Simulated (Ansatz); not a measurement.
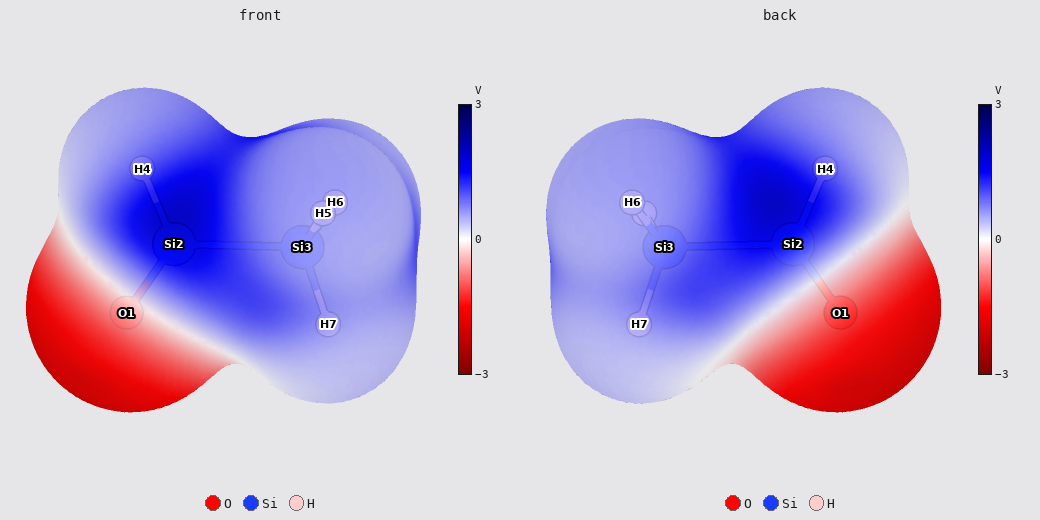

The picture shows: H$_{4}$OSi$_{2}$. The molecular electrostatic potential painted on the density surface at 0.001 e/bohr³, seen from the front and from behind; red is negative and blue positive.

Geometry: PBE0-D3(BJ)/def2-SVP.

The calculation used isolated molecule in a Gaussian basis; Kohn-Sham density functional theory, functional PBE0 in Ansatz.

Input

```
crystal:
  periodic: [false, false, false]
  atoms:
    - {symbol: O, position_ang: [-1.037152, -0.559706, 3.480683]}
    - {symbol: Si, position_ang: [0.001631, 0.452379, 2.969359]}
    - {symbol: Si, position_ang: [0.183376, 1.114638, 0.718235]}
    - {symbol: H, position_ang: [0.997604, 1.108122, 3.882412]}
    - {symbol: H, position_ang: [1.559777, 0.785724, 0.235235]}
    - {symbol: H, position_ang: [-0.010716, 2.595274, 0.640994]}
    - {symbol: H, position_ang: [-0.845719, 0.402713, -0.089446]}
basis:
  gaussian:
    orbitals: def2-TZVPD
hamiltonian:
  xc: pbe0
output: {forces: true, orbitals: {seedname: orbitals}}
```

Command:

```sh
ansatz run input.yaml --threads 1 --pin off --max-ram 2610MiB --events-out events.jsonl --progress --plain --runs-dir runs
```

Question: Where is the surface potential most negative and most positive?

Answer: The most negative region (about −2.0 V) lies over O1, the most positive (about +1.9 V) over Si2. O1 is the likeliest acceptor of a hydrogen bond.
